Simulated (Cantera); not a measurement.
Charge: 1 mol MgF₂, 0.19 mol H₂, 2.8 mol N₂, equilibrated at 10.0 mbar.

Equilibrium computed with Cantera from the NASA thermochemical tables; the gas is ideal and each condensed phase is pure. Candidate condensed phases: Mg, MgF₂; 28 gas species. Kinetics and transport are ignored.

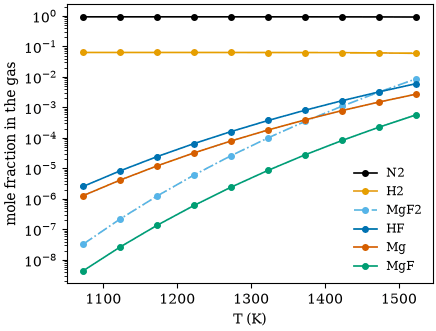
Equilibrium gas composition (values under 1e-9 drawn at 1e-9)

From 1073 K to 1523 K the condensed part is MgF₂(s). The main Mg-bearing gas is Mg at 1073 K and MgF₂ at 1523 K.
